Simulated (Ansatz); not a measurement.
CH₃BF₂: several calculations on one system

Part 1: Relaxation

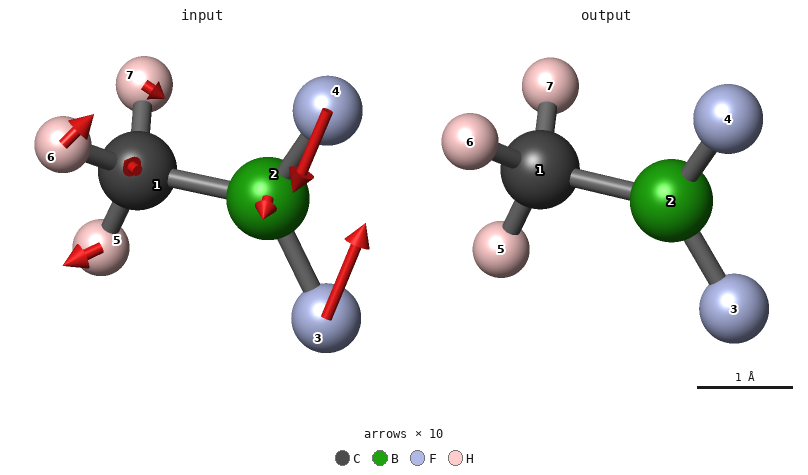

The structure of CH$_{3}$BF$_{2}$ (coarse preliminary run) before (left) and after (right) a relaxation, at one scale. The red arrows give the displacements, 10 times their true length.

A ball-and-stick model, seen at a tilt.

Theory: RKS PBE-D4/def2-SVP (Ansatz 0.2.0). Settings: force threshold 0.03 eV/Å; at most 250 steps.

Question: What changed between the two?

Answer: The optimiser took 7 steps. F3 moves most after the best rigid fit: 0.11 Å. Largest moves by element: F 0.11 Å, H 0.05 Å, B 0.03 Å, C 0.03 Å. Among the contacts that change: B2–F3 1.420 → 1.335 Å, B2–F4 1.419 → 1.336 Å, C1–H7 1.140 → 1.111 Å, C1–B2 1.536 → 1.565 Å. Among the angles between lasting bonds that change: C1–B2–F3 119.3° → 122.8°, F3–B2–F4 119.2° → 115.7°, B2–C1–H6 113.7° → 110.5°.

Part 2: Scan

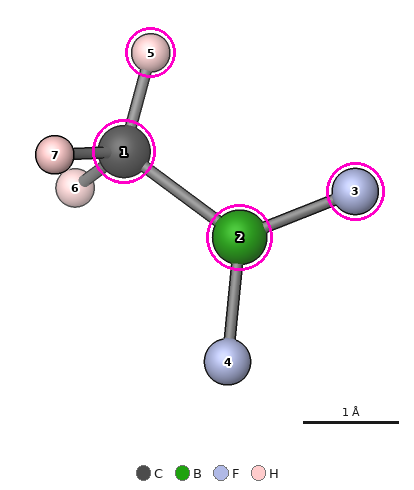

CH3BF2: the F3–B2–C1 angle and the H5–C1–B2–F3 dihedral angle are varied on a grid, with the rest of the molecule carried along rigidly. The picture shows the minimum geometry. The ringed atoms are those of the scanned coordinate. The picture is a ball-and-stick view, seen onto the plane of the angle.

Computed with Ansatz: CCSD(T), basis def2-TZVPP, on geometries moved rigidly from the minimum at PBE0-D4/def2-TZVP. Coupled cluster with a frozen core. Energies are counted from the PBE0-D4/def2-TZVP minimum geometry at the same level.

```xyz
7

C    -0.0936    0.6816   -0.0464
B     0.1548   -0.8493    0.0653
F     0.6389   -1.4180    1.1566
F    -0.1187   -1.6679   -0.9381
H     0.2684    1.2328    0.8207
H     0.3775    1.0810   -0.9484
H    -1.1661    0.8718   -0.1555
```

### What energies does the calculation give on a grid with rows 98.8, 106.8, 114.8, 122.8, 130.8, 138.8, 146.8 and columns 15.8, 39.8, 63.8, 87.8, 111.8 (F3–B2–C1 angle (°); H5–C1–B2–F3 dihedral angle (°))?

Rows: F3–B2–C1 angle (°); columns: H5–C1–B2–F3 dihedral angle (°); values in kJ/mol.

```
        15.8   39.8   63.8   87.8  111.8
 98.8   94.6   91.3   90.7   94.1   97.3
106.8   40.2   39.0   39.1   40.8   42.0
114.8    9.6    9.6   10.1   10.9   11.2
122.8    0.0    0.6    1.4    1.8    1.7
130.8   11.6   12.5   13.5   13.8   13.5
138.8   48.0   49.1   50.2   50.5   50.2
146.8  117.3  118.7  119.9  120.2  119.9
```

In pairs of (F3–B2–C1 angle (°); H5–C1–B2–F3 dihedral angle (°)): the lowest computed point lies at (122.8, 15.8) (0.0 kJ/mol), the highest at (146.8, 87.8) (120.2 kJ/mol). It lies on the edge of the grid, so the true minimum may be outside the range scanned.

Part 3: Energy map

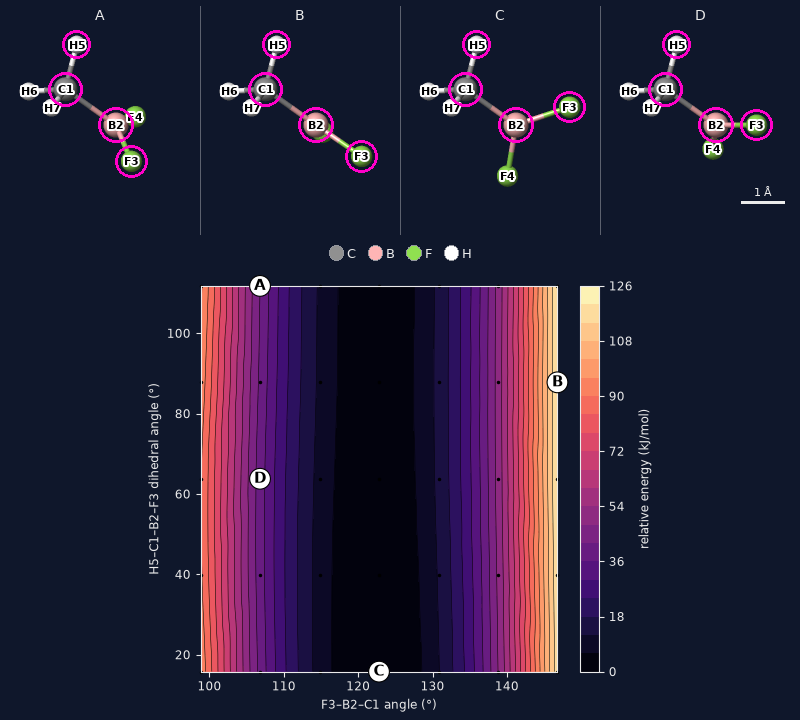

A scan of CH3BF2: the F3–B2–C1 angle and the H5–C1–B2–F3 dihedral angle are varied on a grid, with the rest of the molecule carried along rigidly. The map is interpolated between the computed points (dots). The lettered frames are marked on it. A ball-and-stick model, seen onto the plane of the angle, with a slight tilt. The ringed atoms are those of the scanned coordinates.

Single-point energies from Ansatz with CCSD(T) in the def2-TZVPP basis, on geometries moved rigidly from the minimum at PBE0-D4/def2-TZVP. Coupled cluster with a frozen core. Energies are counted from the PBE0-D4/def2-TZVP minimum geometry at the same level.

**Where is the lowest point of the map, and what else does it tell?**

In pairs of (F3–B2–C1 angle (°); H5–C1–B2–F3 dihedral angle (°)): the lowest computed point lies at (122.8, 15.8) (0.0 kJ/mol), the highest at (146.8, 87.8) (120.2 kJ/mol). It lies on the edge of the grid, so the true minimum may be outside the range scanned. The frames lie at A (106.8, 111.8): 42.0 kJ/mol, B (146.8, 87.8): 120.2 kJ/mol, C (122.8, 15.8): 0.0 kJ/mol, D (106.8, 63.8): 39.1 kJ/mol.
